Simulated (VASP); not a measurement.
# O on Cu(111): binding against coverage, part 3 of 10

Aim: adsorption energy and work function of O on Cu(111) from low coverage to a full layer.

VASP 6.6.1, plane waves and PAW; the level of theory is named at each step.

So far. Step 4 (Relaxing the slab, cell 1 x 1, k-mesh 12×12×1): The run ended after 7 ionic steps, 0.004 eV below its first step, once the forces on the free atoms met EDIFFG = -0.03. Step 5 (The vacuum level, cell 1 x 1, k-mesh 12×12×1): The vacuum level lies 4.79 eV above the Fermi level at the upper face; both faces agree, as the slab has next to no dipole.

## Step 6: Relaxing the adsorbate, coverage 1/1, k-mesh 12×12×1

This step: PBE, no spin polarisation; plane waves and PAW (Cu, O) (VASP 6.6.1).

System of this step: Cu4O (Cu(111)). The cell holds 5 atoms: 4 Cu and 1 O. Its edges and angles: a = 2.571 Å, b = 2.571 Å, c = 21.298 Å, α = 90.0°, β = 90.0°, γ = 60.0°. It derives from Cu. 1 O over fcc sites of a 1 x 1 cell of Cu(111). Vacuum lies along c.

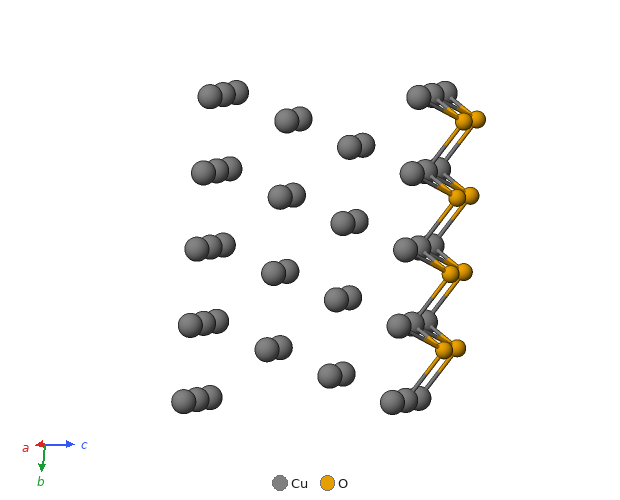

The cell of this step (copper grey, oxygen orange). Bonds to atoms that aren't drawn are left out. 2×4×1 cells are drawn. Some periodic images of atoms are drawn too.

The adsorbate starts over a high-symmetry site, and it relaxes with the upper layers within that symmetry.

INCAR

```
SYSTEM = Cu4O
PREC = Normal
ENCUT = 440
EDIFF = 1E-05
NELM = 120
ISMEAR = 1
SIGMA = 0.15
LREAL = .FALSE.
ALGO = Fast
GGA = PE
NBANDS = 31
LASPH = .TRUE.
LORBIT = 11
LWAVE = .FALSE.
LCHARG = .FALSE.
KPAR = 8
IBRION = 2
NSW = 45
ISIF = 2
EDIFFG = -0.03
POTIM = 0.4
MAXMIX = 40
IDIPOL = 3
LDIPOL = .TRUE.
DIPOL = 0.5 0.5 0.539
```

POSCAR

```
Cu4O
1.0
    2.5710194888      0.0000000000      0.0000000000
    1.2855097444      2.2265681909      0.0000000000
    0.0000000000      0.0000000000     21.2976858663
Cu O
4 1
Selective dynamics
Direct
    0.0000000000      0.0000000000      0.3521509400  F F F
    0.3333333300      0.3333333300      0.4507169800  F F F
    0.6666666700      0.6666666700      0.5482339100  T T T
    0.0000000000      0.0000000000      0.6455325800  T T T
    0.3333333300      0.3333333300      0.6995290600  T T T
```

KPOINTS

```
Automatic mesh
0
Gamma
12 12 1
0 0 0
```

PAW data sets: Cu and O (PBE family, release 64).

The run is started by

```sh
$ mpirun -np 8 vasp_std
```

Output:

```text
[banner, memory and clock lines left out]
running    8 mpi-ranks, on    1 nodes
 distrk:  each k-point on    1 cores,    8 groups
 distr:  one band on    1 cores,    1 groups

 POSCAR found type information on POSCAR CuO
 POSCAR found :  2 types and       5 ions
 [... a notice as in an earlier step ...]

 LDA part: xc-table for (Slater+PW92), standard interpolation
 POSCAR, INCAR and KPOINTS ok, starting setup
 FFT: planning ... GRIDC
 FFT: planning ... GRID_SOFT
 FFT: planning ... GRID
 WAVECAR not read
 entering main loop
       N       E                     dE             d eps       ncg     rms          rms(c)
DAV:   1     0.449392518811E+03    0.44939E+03   -0.20793E+04  1178   0.191E+03
DAV:   2     0.425820237255E+02   -0.40681E+03   -0.39043E+03  1185   0.398E+02
DAV:   3    -0.208701274618E+02   -0.63452E+02   -0.59315E+02  1893   0.188E+02
DAV:   4    -0.259461146601E+02   -0.50760E+01   -0.49314E+01  1524   0.573E+01
DAV:   5    -0.260553165159E+02   -0.10920E+00   -0.10902E+00  1506   0.887E+00    0.204E+01
RMM:   6    -0.418802170072E+02   -0.15825E+02   -0.60701E+01  1235   0.111E+02    0.302E+01
RMM:   7    -0.409885314784E+02    0.89169E+00   -0.17304E+01  1232   0.515E+01    0.311E+01
RMM:   8    -0.263344699168E+02    0.14654E+02   -0.65451E+00  1225   0.303E+01    0.153E+01
RMM:   9    -0.204682405165E+02    0.58662E+01   -0.43376E+00  1202   0.290E+01    0.865E+00
RMM:  10    -0.192929272815E+02    0.11753E+01   -0.11589E+00  1227   0.152E+01    0.480E+00
RMM:  11    -0.189832447986E+02    0.30968E+00   -0.44735E-01  1276   0.604E+00    0.508E+00
RMM:  12    -0.189169698098E+02    0.66275E-01   -0.84889E-02  1251   0.256E+00    0.449E+00
RMM:  13    -0.189008418546E+02    0.16128E-01   -0.25986E-02  1400   0.971E-01    0.437E+00
RMM:  14    -0.190025254634E+02   -0.10168E+00   -0.17238E-01  1494   0.423E+00    0.424E+00
RMM:  15    -0.187654472297E+02    0.23708E+00   -0.22393E-01  1638   0.514E+00    0.326E+00
RMM:  16    -0.187258670042E+02    0.39580E-01   -0.99504E-03  1212   0.112E+00    0.281E+00
RMM:  17    -0.186655570913E+02    0.60310E-01   -0.83667E-02  1624   0.242E+00    0.136E+00
RMM:  18    -0.186519032901E+02    0.13654E-01   -0.28455E-03  1203   0.469E-01    0.349E-01
RMM:  19    -0.186554416791E+02   -0.35384E-02   -0.54078E-03  1304   0.500E-01    0.812E-01
RMM:  20    -0.186497624692E+02    0.56792E-02   -0.14994E-03  1243   0.377E-01    0.294E-01
RMM:  21    -0.186489796926E+02    0.78278E-03   -0.17009E-03  1302   0.319E-01    0.136E-01
RMM:  22    -0.186489265287E+02    0.53164E-04   -0.37385E-04  1217   0.167E-01    0.653E-02
RMM:  23    -0.186490673679E+02   -0.14084E-03   -0.27031E-04  1178   0.134E-01    0.736E-02
RMM:  24    -0.186497302629E+02   -0.66290E-03   -0.27567E-04  1182   0.224E-01    0.265E-01
RMM:  25    -0.186493793802E+02    0.35088E-03   -0.50946E-05   979   0.811E-02    0.172E-01
RMM:  26    -0.186492129474E+02    0.16643E-03   -0.87609E-05  1104   0.834E-02    0.209E-02
RMM:  27    -0.186492648805E+02   -0.51933E-04   -0.22117E-05   717   0.401E-02    0.105E-02
RMM:  28    -0.186493306823E+02   -0.65802E-04   -0.80989E-06   691   0.312E-02    0.105E-02
RMM:  29    -0.186493616963E+02   -0.31014E-04   -0.75501E-06   680   0.331E-02    0.166E-02
RMM:  30    -0.186493674562E+02   -0.57599E-05   -0.33896E-06   673   0.257E-02
   1 F= -.18649367E+02 E0= -.18642339E+02  d E =-.186494E+02
 curvature:   0.00 expect dE= 0.000E+00 dE for cont linesearch  0.000E+00
 trial: gam= 0.00000 g(F)=  0.633E-02 g(S)=  0.000E+00 ort = 0.000E+00 (trialstep = 0.100E+01)
 search vector abs. value=  0.633E-02
 bond charge predicted
       N       E                     dE             d eps       ncg     rms          rms(c)
DAV:   1    -0.186504535809E+02   -0.10919E-02   -0.13359E+00  1297   0.732E+00    0.318E-01
RMM:   2    -0.186621562054E+02   -0.11703E-01   -0.49376E-02  1297   0.202E+00    0.928E-01
RMM:   3    -0.186587415429E+02    0.34147E-02   -0.10320E-02  1341   0.978E-01    0.766E-01
RMM:   4    -0.186564633663E+02    0.22782E-02   -0.24545E-03  1235   0.616E-01    0.619E-01
RMM:   5    -0.186540485802E+02    0.24148E-02   -0.12043E-03  1291   0.326E-01    0.994E-02
RMM:   6    -0.186541132978E+02   -0.64718E-04   -0.36915E-04  1312   0.155E-01    0.476E-02
RMM:   7    -0.186540908111E+02    0.22487E-04   -0.92712E-05  1096   0.972E-02    0.430E-02
RMM:   8    -0.186540891228E+02    0.16884E-05   -0.56729E-05  1001   0.905E-02
   2 F= -.18654089E+02 E0= -.18647204E+02  d E =-.472167E-02
[... from here on, the cycles between the ionic steps are left out ...]
   3 F= -.18655520E+02 E0= -.18648746E+02  d E =-.615302E-02
   4 F= -.18655716E+02 E0= -.18648991E+02  d E =-.634838E-02
   5 F= -.18657141E+02 E0= -.18650399E+02  d E =-.142509E-02
   6 F= -.18657500E+02 E0= -.18650748E+02  d E =-.178397E-02
   7 F= -.18657679E+02 E0= -.18650923E+02  d E =-.196299E-02
   8 F= -.18657678E+02 E0= -.18650927E+02  d E =-.196255E-02
   9 F= -.18657694E+02 E0= -.18650941E+02  d E =-.197810E-02
  10 F= -.18657692E+02 E0= -.18650941E+02  d E =-.197593E-02
  11 F= -.18657694E+02 E0= -.18650942E+02  d E =-.197792E-02
  12 F= -.18658232E+02 E0= -.18651520E+02  d E =-.537826E-03
  13 F= -.18659468E+02 E0= -.18652874E+02  d E =-.177461E-02
  14 F= -.18660257E+02 E0= -.18653919E+02  d E =-.256280E-02
  15 F= -.18660634E+02 E0= -.18654297E+02  d E =-.377333E-03
  16 F= -.18661392E+02 E0= -.18655067E+02  d E =-.113503E-02
  17 F= -.18661043E+02 E0= -.18654754E+02  d E =-.786276E-03
  18 F= -.18661554E+02 E0= -.18655240E+02  d E =-.129728E-02
  19 F= -.18661456E+02 E0= -.18655154E+02  d E =-.119963E-02
  20 F= -.18661554E+02 E0= -.18655245E+02  d E =-.129772E-02
  21 F= -.18661546E+02 E0= -.18655238E+02  d E =-.128966E-02
 curvature:  -5.21 expect dE=-0.999E-03 dE for cont linesearch -0.245E-04
 ZBRENT: accuracy reached
 trial: gam= 0.18291 g(F)=  0.192E-03 g(S)=  0.000E+00 ort =-0.176E-03 (trialstep = 0.799E+00)
 search vector abs. value=  0.347E-03
 bond charge predicted
       N       E                     dE             d eps       ncg     rms          rms(c)
DAV:   1    -0.186615664343E+02   -0.23373E-04   -0.48133E-02  1185   0.134E+00    0.291E-02
RMM:   2    -0.186616307445E+02   -0.64310E-04   -0.66726E-04  1241   0.312E-01    0.324E-02
RMM:   3    -0.186616573641E+02   -0.26620E-04   -0.23546E-04  1199   0.135E-01    0.301E-02
RMM:   4    -0.186616564340E+02    0.93012E-06   -0.33311E-05   804   0.692E-02
  22 F= -.18661656E+02 E0= -.18655368E+02  d E =-.110219E-03
 trial-energy change:   -0.000110  1 .order   -0.000093   -0.000127   -0.000059
 step:   1.4822(harm=  1.4822)  dis= 0.00491  next Energy=   -18.661664 (dE=-0.118E-03)
 reached required accuracy - stopping structural energy minimisation
```

It took 78 s on 8 MPI ranks of AMD EPYC 7R43, shared host; peak memory 1.6 GiB; 10 min of CPU time.

OUTCAR, selected parts (step 6):

```text
   k-points           NKPTS =     19   k-points in BZ     NKDIM =     19   number of bands    NBANDS=     31

   NELECT =      50.0000    total number of electrons

 dipolmoment           0.000000      0.000000      0.108362 electrons x Angstroem

 E-fermi :  -0.5720

 k-point     1 :       0.0000    0.0000    0.0000
  band No.  band energies     occupation
    ...
     22      -2.4593      2.00000
     23      -2.1554      2.00000
     24      -2.1443      2.00000
     25      -2.1443      2.00000
     26      -1.0717      2.00003
     27       0.0178     -0.00000
     28       0.0179     -0.00000
     29       3.7530      0.00000
     30       4.7639      0.00000
     31       6.2887      0.00000

  Total        2.6384466      2.6384466     -0.6480766      0.0000000      0.0000000     -0.0000000
  in kB       34.6724961     34.6724961     -8.5165386      0.0000000      0.0000000     -0.0000000
  external PRESSURE =      20.2761512 kB  Pullay stress =       0.0000000 kB

 POSITION                                       TOTAL-FORCE (eV/Angst)
 -----------------------------------------------------------------------------------
      0.00000      0.00000      7.50000         0.000000     -0.000000      0.047638
      1.28551      0.74219      9.59923        -0.000000      0.000000     -0.045649
      2.57102      1.48438     11.68334         0.000000     -0.000000      0.027682
      0.00000      0.00000     13.82860        -0.000000      0.000000     -0.027721
      1.28551      0.74219     15.00680         0.000000     -0.000000     -0.001950
 -----------------------------------------------------------------------------------
    total drift:                                0.000027      0.000015     -0.046232

  FREE ENERGIE OF THE ION-ELECTRON SYSTEM (eV)
  ---------------------------------------------------
  free  energy   TOTEN  =       -18.6616564340 eV

  energy  without entropy=      -18.6427921795  energy(sigma->0) =      -18.65536835

 vacuum level on the upper side and lower side of the slab         7.657         4.217

[... 7 parts as in an earlier step ...]

[... 10 further parts left out ...]
```

Step by step:

| step | energy less that of the first step (eV) | largest force (eV/Å) |
| --- | --- | --- |
| 1 | 0.0000 | 0.3335 |
| 2 | -0.0047 | 0.1537 |
| 3 | -0.0062 | 0.1538 |
| 4 | -0.0063 | 0.1879 |
| 5 | -0.0078 | 0.0822 |
| 6 | -0.0081 | 0.0506 |
| 7 | -0.0083 | 0.0903 |
| 8 | -0.0083 | 0.0711 |
| 9 | -0.0083 | 0.0827 |
| 10 | -0.0083 | 0.0747 |
| 11 | -0.0083 | 0.0726 |
| 12 | -0.0089 | 0.0739 |
| 13 | -0.0101 | 0.0766 |
| 14 | -0.0109 | 0.1145 |
| 15 | -0.0113 | 0.0891 |
| 16 | -0.0120 | 0.0627 |
| 17 | -0.0117 | 0.1174 |
| 18 | -0.0122 | 0.0620 |
| 19 | -0.0121 | 0.0708 |
| 20 | -0.0122 | 0.0592 |
| 21 | -0.0122 | 0.0548 |
| 22 | -0.0123 | 0.0277 |

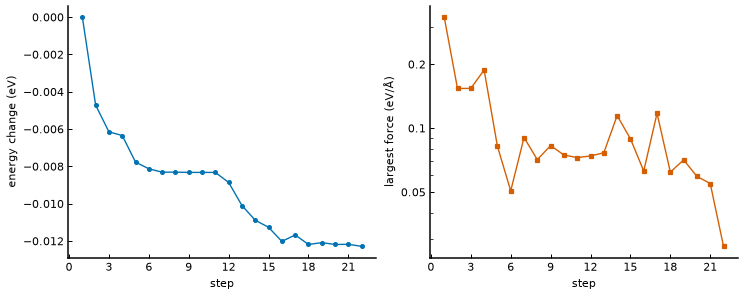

Energy and largest force along the relaxation.

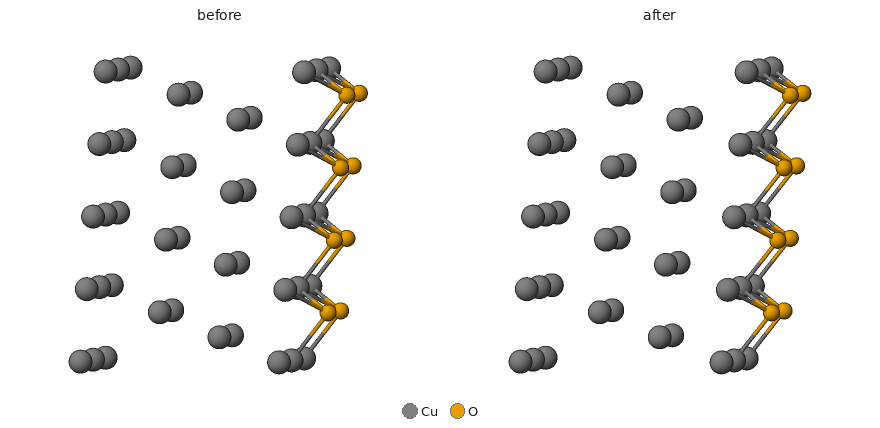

The structure before and after the relaxation, drawn at the same scale. Bonds to atoms that aren't drawn are left out.

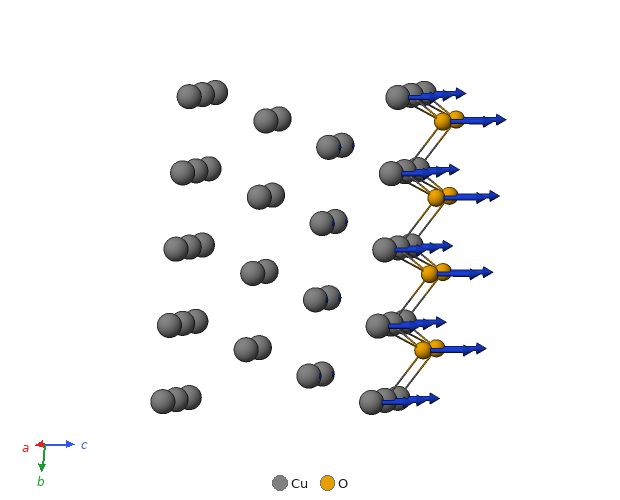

Displacements in the relaxation, exaggerated; the longest in the cell stands for 0.11 Å. Bonds to atoms that aren't drawn are left out. 2×4×1 cells are drawn. Some periodic images of atoms are drawn too.

The atoms that moved most (Å):

| atom | dx | dy | dz | length |
| --- | --- | --- | --- | --- |
| O5 | 0.000 | 0.000 | 0.108 | 0.108 |
| Cu4 | 0.000 | 0.000 | 0.080 | 0.080 |
| Cu3 | 0.000 | 0.000 | 0.007 | 0.007 |

Final coordinates:

```xyz
5
Lattice="2.5710 0.0000 0.0000 1.2855 2.2266 0.0000 0.0000 0.0000 21.2977" Properties=species:S:1:pos:R:3
Cu    0.0000    0.0000    7.5000
Cu    1.2855    0.7422    9.5992
Cu    2.5710    1.4844   11.6833
Cu    0.0000    0.0000   13.8286
O     1.2855    0.7422   15.0068
```

This step gave:

| Item | Value |
| --- | --- |
| electronic cycles | 137 |
| electrons | 50 |
| free energy (TOTEN) | -18.66 eV |
| energy at zero smearing | -18.66 eV |
| Fermi energy | -0.572 eV |
| dipole moment | 0, 0, 0.1084 e·Å |

The run ended after 22 ionic steps, 0.012 eV below its first step, once the forces on the free atoms met EDIFFG = -0.03.

VASP counts the dipole in electrons times Å, so a positive number points the physical dipole along −c.

[end of part 3 of 10]

[Lines on the potential files, build, host, timing and source positions are cut from VASP's logs without a mark.]

[Logs are printed without paths, hosts, clocks, repeated set-up lines and the standing remarks that a program may print on its own settings, such as how far it seeks lower states.]

[Hosts, paths, dates, database ids (printed as entryN), source tags and the programs' standing remarks are cut or masked in the printed files.]

[Runs that stopped without an error message from VASP are left out.]
